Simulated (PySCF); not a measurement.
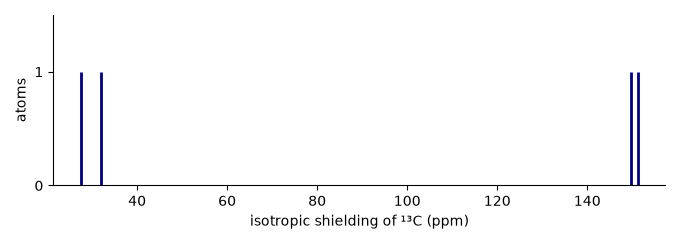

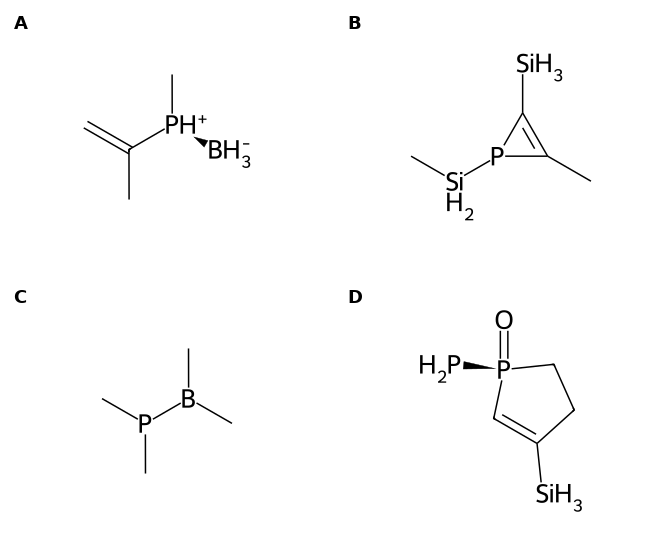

The sticks are computed shieldings of one of the molecules, for one fixed geometry (GFN2-xTB) without averaging over rotations. Low shielding means a high chemical shift. Method: GIAO PBE0/pcSseg-1 NMR shielding, non-relativistic, gas phase (PySCF 2.14.0).

### Match the spectrum to a structure.

D, `O=[P@@]1(P)C=C([SiH3])CC1`. Its 4 C atoms give lines at 27.5, 31.9, 149.8, 151.2 ppm.

The geometry is semi-empirical. Around B, P, Si such bond lengths and angles can be off by a tenth of an ångström or more and by several degrees, and values that hang on the shape move with them.
